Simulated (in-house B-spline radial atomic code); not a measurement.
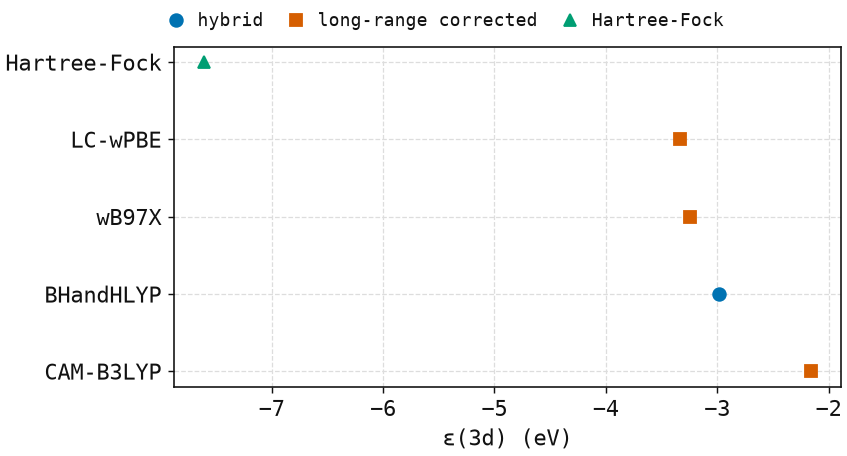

Cu⁻ (Z = 29, 30 electrons) in the configuration [Ar] 3d10 4s2. All runs are scalar-relativistic, spin-polarised and spherical, computed with an in-house B-spline radial code (spin-free X2C). Hartree-Fock is the average over the configuration. The plot shows the eigenvalue (eV) of the 3d orbital by 5 methods.

### Rank the methods.

The deepest is Hartree-Fock (−7.60) and the shallowest CAM-B3LYP (−2.16), a spread of 5.44 eV. In order (eV): Hartree-Fock (−7.60), LC-wPBE (−3.33), wB97X (−3.25), BHandHLYP (−2.98), CAM-B3LYP (−2.16).
